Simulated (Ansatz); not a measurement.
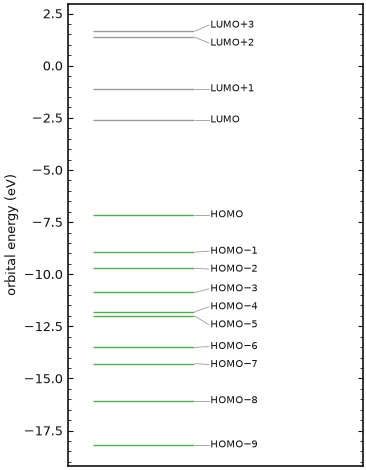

Kohn-Sham orbital energies near the frontier, r2SCAN0/def2-TZVPP with the Ansatz code 0.2.0, at a PBE0-D4/def2-TZVP geometry (a minimum by its frequencies), isolated molecule; empty levels in grey, levels within 0.03 eV side by side.

**Which molecule has this level scheme?**
A. CH₅BGeO, SMILES [BH2][GeH2][CH]=O, singlet
B. CH₈BFSi₂, SMILES C[Si@@H](F)B[SiH3]
C. C₂H₈S₂Si, SMILES [SiH3]CSCS
D. CH₄ClN₃Si, SMILES N#C[Si](N)(N)Cl

Option A. HOMO −7.15 eV, LUMO −2.60 eV, separation 4.55 eV.

Known limits of this run: no scalar relativity up to krypton; one conformer of a flexible molecule; empty levels above zero depend strongly on the basis.
